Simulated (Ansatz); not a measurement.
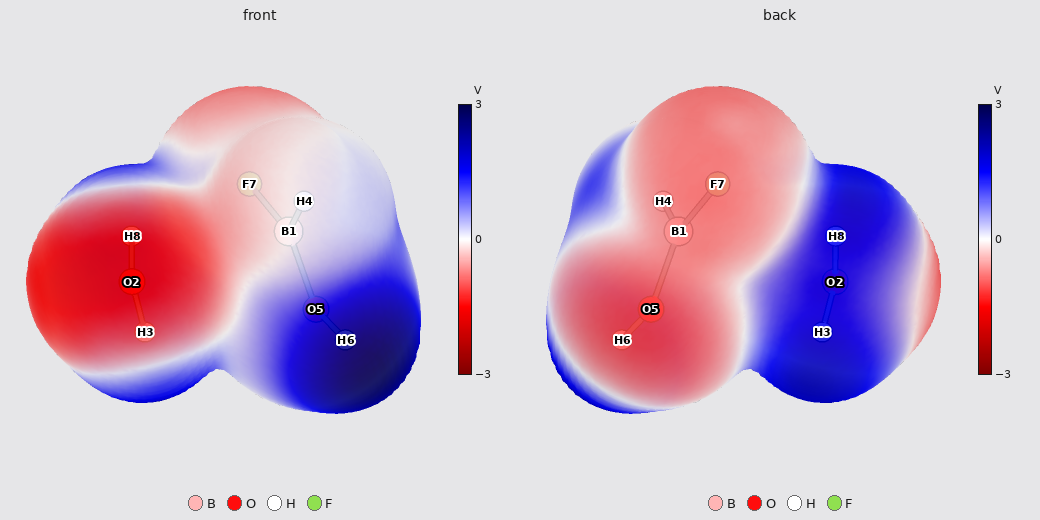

*BFH2O···H2O. The molecular electrostatic potential painted on the density surface at 0.002 e/bohr³, seen from the front and from behind; the colour scale runs from red (negative) to blue (positive).*

Not at a stationary point (largest force 0.8 eV/Å).

The calculation used RKS B3LYP-D4/def2-SVP in Ansatz.

```tsv
atom	x (Å)	y (Å)	z (Å)
B	-0.1461	0.4005	-0.3673
O	-0.0611	-0.0607	2.1988
H	-1.0239	-0.1646	2.1748
H	0.8514	-0.1790	-0.7036
O	-1.3933	-0.1002	-0.5168
H	-1.3914	-1.0031	-0.8562
F	-0.0620	1.6569	0.0646
H	0.0519	0.9058	2.0472
```

Describe the electrostatic potential map.

Answer. The most negative region (about −1.6 V) lies over O2, the most positive (about +2.8 V) over H6. O2 is the likeliest acceptor of a hydrogen bond.
